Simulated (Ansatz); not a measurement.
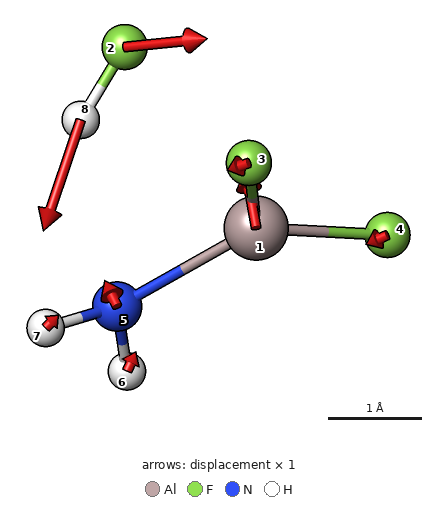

This is a relaxation of AlNH₃F₃. The starting structure is drawn; red arrows show the displacements, at their true length. The two geometries are superimposed by the best rigid fit.

The picture is a ball-and-stick view, seen at a tilt.

The run prepares an end point of a later path (reaction) calculation, from a guessed geometry.

These are results of Ansatz 0.2.0, RHF/6-31G*, not measurements. Settings: no spin polarisation; force threshold 0.03 eV/Å; at most 50 steps.

> Describe the change and its energy.

The atom that moves furthest after the best rigid fit is H8 (1.29 Å). Largest moves by element: H 1.29 Å, F 1.03 Å, Al 0.72 Å, N 0.37 Å. Some distances before and after: F2–H8 0.921 → 2.773 Å, N5–H8 2.255 → 1.006 Å, Al1–F2 2.879 → 1.646 Å, Al1–N5 1.863 → 2.028 Å. New bonds form, among them: Al1–F2 (2.88 → 1.65 Å), N5–H8 (2.25 → 1.01 Å). Bonds break, among them: F2–H8 (0.92 → 2.77 Å). Bond angles that change, for instance: F3–Al1–N5 120.0° → 100.7°, Al1–N5–H6 120.2° → 110.7°, F3–Al1–F4 120.2° → 116.6°. The energy falls by 268.6 kJ/mol in 16 accepted moves (17 points after the start). The largest force component goes from 1.6 to 0.016 eV/Å. The line search rejected the trial step at point 4 of the run. The run took 31 s on 1 thread of Arm Neoverse V1, with other jobs on the host, peak memory 0.15 GiB.

Limits of the set-up: the start holds two separate molecules, 2.3 Å apart at their closest, whose relative position is a soft coordinate and is computed without a dispersion correction; Hartree-Fock leaves out electron correlation.
